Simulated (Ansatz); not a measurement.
**C2H6Si···H2S: density, localisation and related maps**

```xyz
12

Si   -0.5440   -0.2221    0.8314
S     1.7657   -2.3759   -0.5717
H     0.9722   -2.4633    0.5295
C     0.5171    1.3728    0.6766
C    -1.6940    0.0067   -0.6886
H     2.7312   -1.7291    0.1202
H    -0.0841    2.1843    1.1352
H     1.4515    1.3158    1.2585
H     0.7456    1.6750   -0.3570
H    -2.4259    0.7946   -0.4213
H    -1.1657    0.3429   -1.5943
H    -2.2699   -0.9017   -0.9185
```

Theory: RKS B3LYP/def2-SVP (Ansatz 0.2.0).

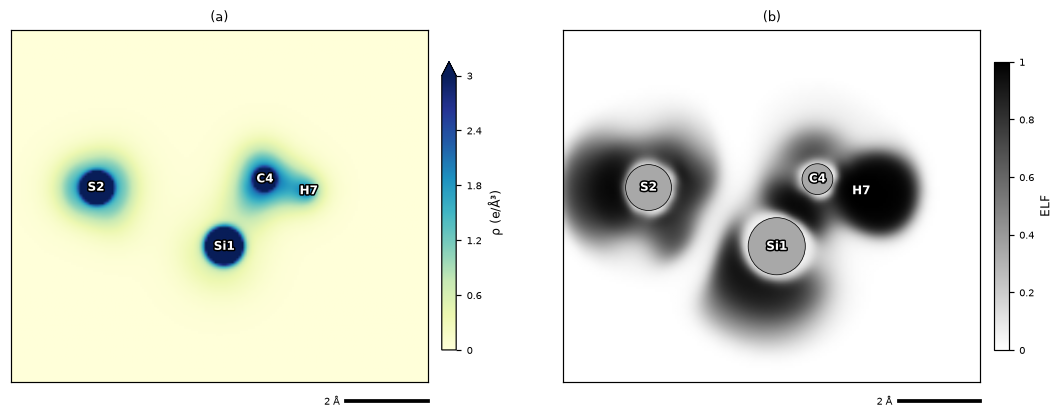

Figure 1. (a) electron density; (b) electron localisation function on the plane of atoms Si1, C4 and H7. Grey discs cover the atomic cores in the ELF map.

Interpret the plot.

Answer. The section cuts through Si, S, C and H sites.
C–Si (1.92 Å): ρ at the midpoint is about 0.89 e/Å³; the ELF peaks at about 0.95 between the atoms (localised, covalent bonding).
C–H (1.11 Å): the density is about 1.8 e/Å³ at the midpoint; the ELF climbs to about 1 towards the hydrogen, as it does in any bond to H: an ordinary covalent bond to hydrogen.
The ELF also peaks beside Si1 and S2, away from the bonds: lone-pair regions.

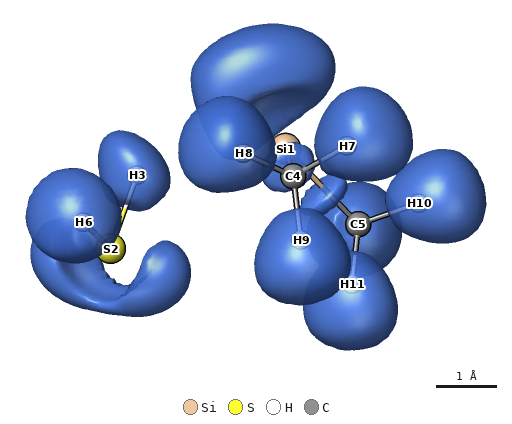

Figure 2. Isosurface of the electron localisation function at 0.9 (blue), seen from one side. Only the valence region is drawn (cores and ρ < 0.01 e/Å³ removed).

Identify the bonds, lone pairs and shells in this picture.

Answer. At this value the surface marks out two regions between bonded C–Si atoms (shared pairs), eight regions around hydrogen nuclei, one lobe on Si, pointing away from the bonds (lone pairs) and one region wrapped around S (its lone pairs, merged into a ring or cap). Profiles from the grid: Si1···H3 (2.72 Å): the ELF dips to about 0.10 between them.

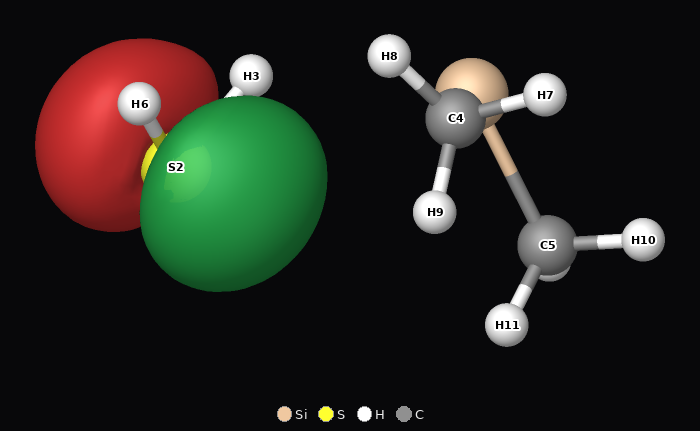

Figure 3. The HOMO−1 at ±0.15 Å⁻³ᐟ² (green and red are the two phases), seen at an oblique angle.

Describe this orbital and give its energy.

Answer. By Hirshfeld shares it lies mainly on S2 (about 85 %); largely a lone pair of S2. Its energy is −7.43 eV.
